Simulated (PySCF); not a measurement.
Vertical excitations of a molecule CH₉NO₂Si₂ from TDA-PBE/def2-SVPD (PySCF), as energy in eV (oscillator strength): 5.05 (0.011), 5.40 (0.001), 5.98 (0.049), 6.11 (0.004), 6.36 (0.024), 6.44 (0.003). Lowest triplet (TDA): 4.80 eV. Geometry: B3LYP-D3(BJ)/def2-SVP. Other conformers were not sampled.

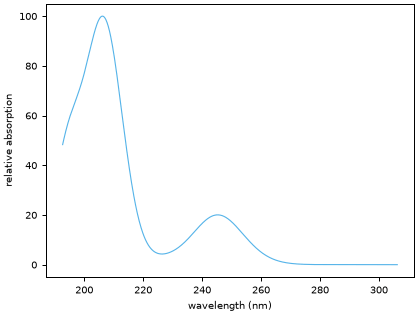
*The lines broadened by 0.4 eV.*

### Question
Which structure fits?
A) NC[Si](O)(O)[SiH3]
B) CN([SiH2]O)[SiH2]O
C) O[SiH](O)CN[SiH3]
D) N[SiH2]C[SiH](O)O

### Answer
C, O[SiH](O)CN[SiH3]
